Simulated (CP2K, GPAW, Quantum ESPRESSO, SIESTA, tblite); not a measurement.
**Other levels on (11,0) carbon nanotube bundle (176 atoms)**

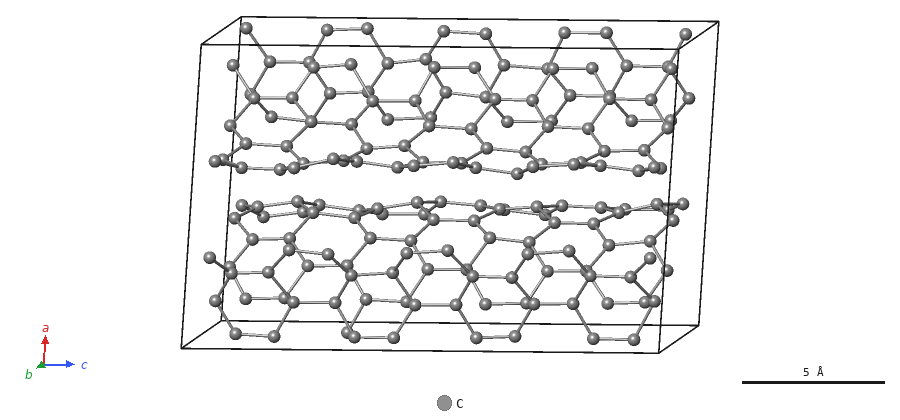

The cell (carbon grey). Some periodic images of atoms are drawn too.

The cell holds 176 atoms: 176 C. Cell: a = 11.913 Å, b = 11.913 Å, c = 17.043 Å, α = 90.0°, β = 90.0°, γ = 120.0°. It derives from C (graphene). Graphene sheet (a = 2.46 Å) rolled into a (11,0) tube of diameter 8.61 Å, 4 periods, hexagonal bundle with 3.3 Å between walls; then minimised and run for 3 ps at 600 K (NVT) with a classical potential, last frame taken. Then every atom was moved at random, 0.03 Å r.m.s. a Cartesian component.

Geometry: as built.

The reference, a calculation:

- method: Kohn-Sham DFT, PBE, SSSP efficiency 1.3.0 pseudopotentials, plane waves (Quantum ESPRESSO 7.5); sssp-pbe-1.3.0-efficiency, cutoffs 45/360 Ry, Γ point
- r.m.s. force component: 2.24 eV/Å
- longest force: 10.73 eV/Å
- pressure: 6.368 GPa
- gap (highest filled to lowest empty level): 0.5747 eV
- time: 7.2 min on 4 MPI ranks of Arm Neoverse V1, shared host
- CPU time: 29 min

Q: Estimate the differences from the reference, the CPU time and the memory of each run.
- GPAW PBE, LCAO dzp, h 0.2 Å (GPAW 26.7.0; 4 MPI ranks)
- CP2K PBE, TZVP-UZH, 450/50 Ry, diagonalisation (CP2K 2026.2; 4 MPI ranks)
- tblite GFN2-xTB (tblite 0.8.0; 1 thread)
- CP2K PBE, SZV-MOLOPT-SR, 450/50 Ry, diagonalisation (CP2K 2026.2; 2 threads)
- tblite GFN1-xTB (tblite 0.8.0; 1 thread)
- SIESTA PBE, DZP, shift 0.01 Ry, mesh 300 Ry (SIESTA 5.4.2; 4 MPI ranks)
- CP2K revPBE, PBE potentials, DZVP-MOLOPT-SR, 450/50 Ry, diagonalisation (CP2K 2026.2; 4 MPI ranks)
- CP2K PBE, TZVP-MOLOPT, 450/50 Ry, diagonalisation (CP2K 2026.2; 4 MPI ranks)
- CP2K PBE, DZVP-MOLOPT-SR, 450/50 Ry, diagonalisation (CP2K 2026.2; 4 MPI ranks)
- GPAW PBE, LCAO szp(dzp), h 0.2 Å (GPAW 26.7.0; 2 MPI ranks)

Differences are against the plane-wave reference, forces as r.m.s. over components; share is that over the reference's r.m.s. force, slope the least-squares factor from reference forces to these. Total energies of different programs have different zeros and aren't compared.

| run | Δ force, r.m.s. (meV/Å) | share (%) | slope | Δ pressure (GPa) | Δ gap (eV) | cores | CPU time | memory (GiB) |
| --- | --- | --- | --- | --- | --- | --- | --- | --- |
| reference | - | - | - | - | - | 4 | 29 min | 8.4 |
| GPAW PBE, LCAO dzp, h 0.2 Å | 187 | 8.36 | 1.057 | - | 0.0043 | 4 | 8.3 min | 3.7 |
| CP2K PBE, TZVP-UZH, 450/50 Ry, diagonalisation | 32.0 | 1.43 | 1.011 | 0.721 | 0.0105 | 4 | 27 min | 6.9 |
| tblite GFN2-xTB | 156 | 6.97 | 0.970 | -4.74 | - | 1 | 17 s | 0.17 |
| CP2K PBE, SZV-MOLOPT-SR, 450/50 Ry, diagonalisation (coarse) | 625 | 27.9 | 1.271 | 7.45 | 0.116 | 2 | 7.2 min | 4.7 |
| tblite GFN1-xTB | 148 | 6.60 | 0.979 | -2.40 | - | 1 | 5.5 s | 0.16 |
| SIESTA PBE, DZP, shift 0.01 Ry, mesh 300 Ry | 319 | 14.2 | 1.101 | 6.65 | 0.001 | 4 | 8.3 min | 2.3 |
| CP2K revPBE, PBE potentials, DZVP-MOLOPT-SR, 450/50 Ry, diagonalisation | 31.0 | 1.38 | 1.010 | 1.08 | 0.0054 | 4 | 16 min | 6.3 |
| CP2K PBE, TZVP-MOLOPT, 450/50 Ry, diagonalisation | 16.2 | 0.723 | 1.001 | 0.221 | 0.0048 | 4 | 3.4 h | 7.4 |
| CP2K PBE, DZVP-MOLOPT-SR, 450/50 Ry, diagonalisation | 38.6 | 1.72 | 1.013 | 0.540 | 0.0084 | 4 | 15 min | 6.3 |
| GPAW PBE, LCAO szp(dzp), h 0.2 Å (coarse) | 407 | 18.2 | 1.057 | - | -0.0105 | 2 | 3.4 min | 1.9 |

Rows marked coarse were listed beforehand as settings not expected to be converged; some can still land near the reference.

CPU time is summed over cores on a shared host, where runs went side by side, so it is rough. Symmetry, cutoffs, thresholds, outputs and thread counts weren't matched or tuned between programs; memory under MPI is the largest rank's times the ranks.

The PBE runs in local orbitals, coarse settings apart, differ by 0.72 % (CP2K PBE, TZVP-MOLOPT, 450/50 Ry, diagonalisation) to 14 % (SIESTA PBE, DZP, shift 0.01 Ry, mesh 300 Ry); basis, grid and potentials can all enter. Tight binding differs by 6.6 % (tblite GFN1-xTB) to 7.0 % (tblite GFN2-xTB); it is another model, with fitted parameters of its own, and the xTB methods hold dispersion. Rows with another functional or a dispersion term differ by 1.4 % (CP2K revPBE, PBE potentials, DZVP-MOLOPT-SR, 450/50 Ry, diagonalisation), which mixes the change of model with differences of basis and potentials, some of them made for another functional. Runs with settings chosen to be coarse differ by 18 % (GPAW PBE, LCAO szp(dzp), h 0.2 Å) to 28 % (CP2K PBE, SZV-MOLOPT-SR, 450/50 Ry, diagonalisation), their programs' other errors included. Periodic xTB results under one method name differ between programs and library versions. The electronic-structure runs sample only Γ, in a cell whose shortest periodic width is 10 Å.

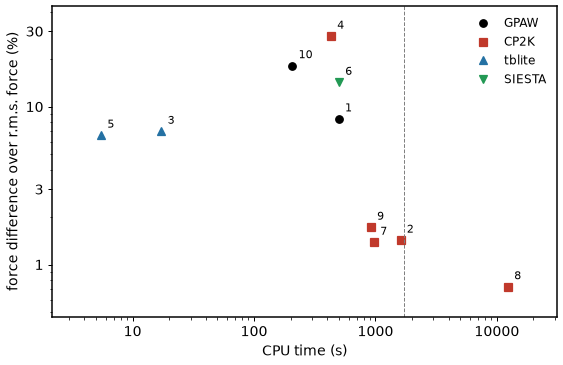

Force difference against CPU time; the dashed line marks the reference's time. Points: 1 GPAW PBE, LCAO dzp, h 0.2 Å; 2 CP2K PBE, TZVP-UZH, 450/50 Ry, diagonalisation; 3 tblite GFN2-xTB; 4 CP2K PBE, SZV-MOLOPT-SR, 450/50 Ry, diagonalisation; 5 tblite GFN1-xTB; 6 SIESTA PBE, DZP, shift 0.01 Ry, mesh 300 Ry; 7 CP2K revPBE, PBE potentials, DZVP-MOLOPT-SR, 450/50 Ry, diagonalisation; 8 CP2K PBE, TZVP-MOLOPT, 450/50 Ry, diagonalisation; 9 CP2K PBE, DZVP-MOLOPT-SR, 450/50 Ry, diagonalisation; 10 GPAW PBE, LCAO szp(dzp), h 0.2 Å.

[Hosts, paths, dates, database ids (printed as entryN), source tags and the programs' standing remarks are cut or masked in the printed files.]
